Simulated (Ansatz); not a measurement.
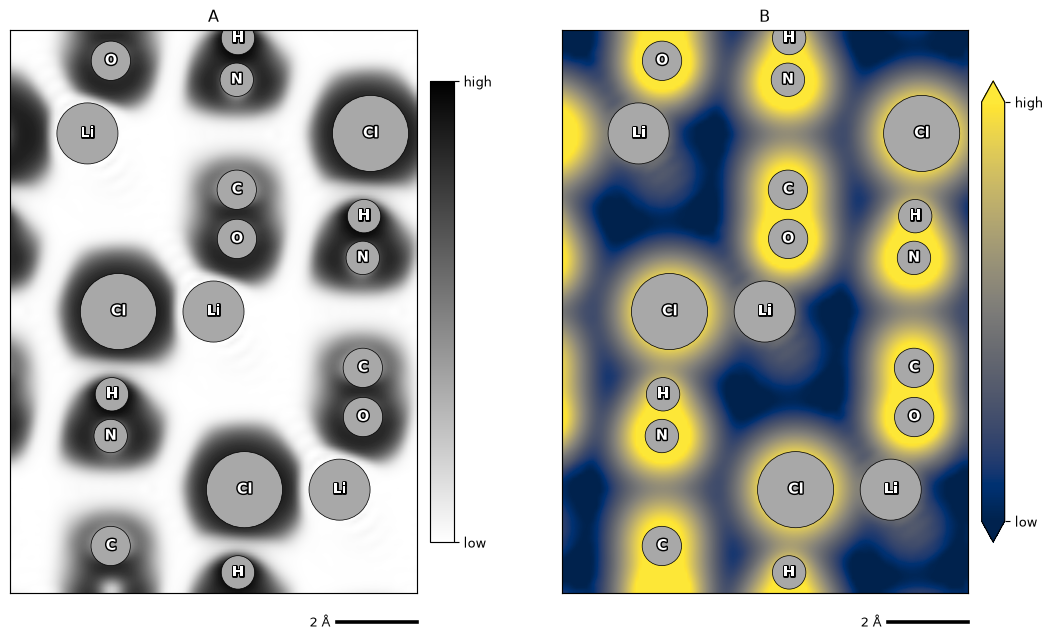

LiH₃C₃N₃ClO₃: 2 fields on the (110) plane of the conventional cell, with unlabelled colour scales. Grey discs cover the atomic cores.

Space group R3m.

Method: Ansatz, DFT, PBE, plane-wave PAW, default files, scalar-relativistic, frozen cores.

Q: Which field does each panel show? The fields are: electron localisation function and valence pseudo-density.

A: Panel A: electron localisation function. Panel B: valence pseudo-density. From the grid: N–H (1.04 Å): the density is about 2.9 e/Å³ at the midpoint; the ELF climbs to about 1 towards the hydrogen, as it does in any bond to H; an ordinary covalent bond to hydrogen. C–O (1.23 Å): the density is about 3.2 e/Å³ at the midpoint; the ELF peaks at about 0.85 between the atoms (inside overlapping PAW spheres, so only a guide): a short, multiple covalent bond.
